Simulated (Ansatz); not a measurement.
**F2H3NOZr: density, localisation and related maps**

Input

```
crystal:
  periodic: [false, false, false]
  atoms:
    - { symbol: Zr, position_ang: [0.0, 0.0, 0.0] }
    - { symbol: O, position_ang: [0.0, 0.0, 2.07] }
    - { symbol: H, position_ang: [-0.9095, -0.2814, 2.4071] }
    - { symbol: F, position_ang: [1.8671, 0.0, -0.6593] }
    - { symbol: "N", position_ang: [-1.0409, 1.8034, -0.7359] }
    - { symbol: H, position_ang: [-2.061, 1.7482, -1.0186] }
    - { symbol: H, position_ang: [-0.5204, 2.7241, -0.8065] }
    - { symbol: F, position_ang: [-0.9326, -1.6157, -0.6593] }
basis:
  gaussian: { orbitals: def2-SVP }
hamiltonian:
  xc: b3lyp
  dispersion: d4
relax:
  f_tol: 0.02
  max_steps: 40
output:
  orbitals: {}
```

Command:

```sh
ansatz run input.yaml --threads 2 --pin off --max-ram 3072MiB --backend cpu --events-out ev --progress --plain --runs-dir out
```

The fields are those of the run's last geometry, not of the input's.

Core potentials replace the inner electrons of Zr.

Method: RKS B3LYP-D4/def2-SVP (Ansatz 0.2.0).

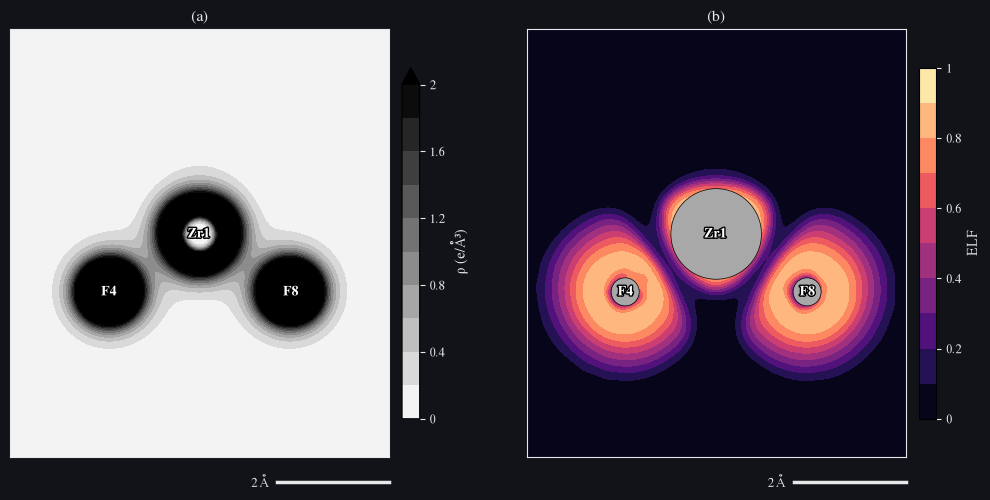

Figure 1. (a) electron density; (b) electron localisation function on the plane of atoms F4, Zr1 and F8. Grey discs cover the atomic cores in the ELF map.

Question: Read the bonding off the picture.

Answer: Atoms in the plane: Zr and F. Zr–F (1.92 Å): ρ is about 0.88 e/Å³ halfway; the ELF peaks at about 0.85 in the valence shell of F, 0.5 Å from its nucleus, and drops to about 0.20 between the two atoms.

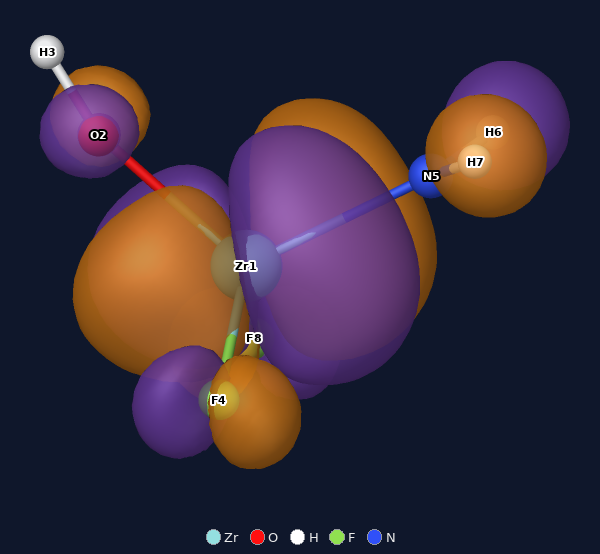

Figure 2. One frontier orbital at ±0.08 Å⁻³ᐟ² (orange and purple are the two phases), seen at a tilt.

Question: Which orbital is it: HOMO or LUMO?

Answer: The LUMO, at −0.69 eV. It lies mainly on Zr1 (about 75 %), F4 (about 5 %) and F8 (about 5 %).

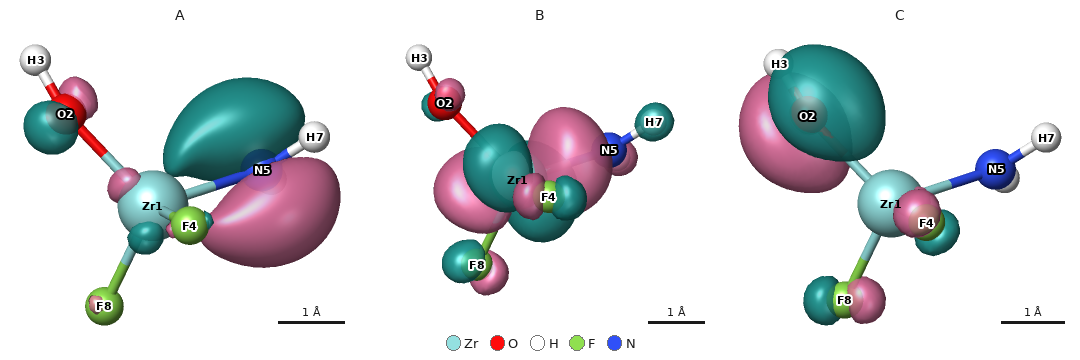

Figure 3. Three frontier orbitals at ±0.15 Å⁻³ᐟ² (teal and pink are the two phases), in no order.

Question: Order the three orbitals by energy and name them.

Answer: C is the HOMO−1 (−9.05 eV). Its weight (Hirshfeld) is mainly on O2 (about 75 %); largely a lone pair of O2. A is the HOMO (−7.30 eV). Its weight (Hirshfeld) is mainly on N5 (about 70 %) and Zr1 (about 15 %); largely a lone pair of N5. B is the LUMO (−0.69 eV). Its weight (Hirshfeld) is mainly on Zr1 (about 75 %), F4 (about 5 %) and F8 (about 5 %).

Question: What is the HOMO–LUMO gap?

Answer: 6.61 eV between the orbital energies.
